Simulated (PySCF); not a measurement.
Molecule: H2BCl3O, singlet. Atoms near the plane z = 0.0 Å, at the PBE0/def2-SVP optimised geometry (x, y, z in Å): B1 (-0.5, -0.1, 0.0), Cl3 (-1.3, 1.6, 0.0), Cl4 (1.3, -0.1, 0.0).

Method: PBE0/def2-TZVP run with PySCF 2.14.0. Cells within 0.4 Å of a nucleus heavier than hydrogen are left out (blank, or x). The values are rescaled to run from 0 to 1.

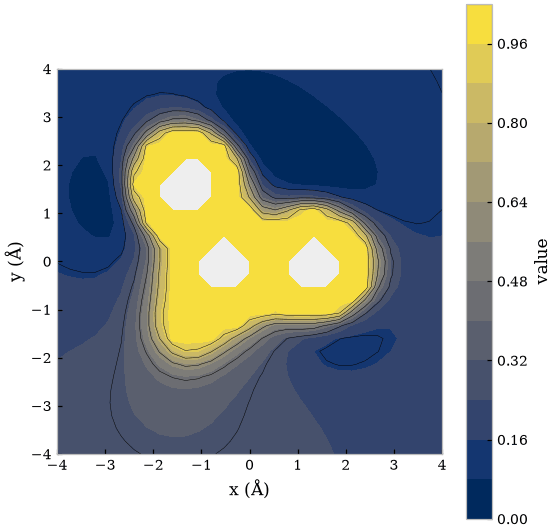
*a field on the plane z = 0.0 Å.*

**Question.** Which quantity is mapped?
A) electron localisation function
B) Laplacian of the electron density
C) log10 of the electron density
D) electrostatic potential

**Answer.** D, electrostatic potential. In full: electrostatic potential (hartree/e), clipped to [-0.08, 0.12].
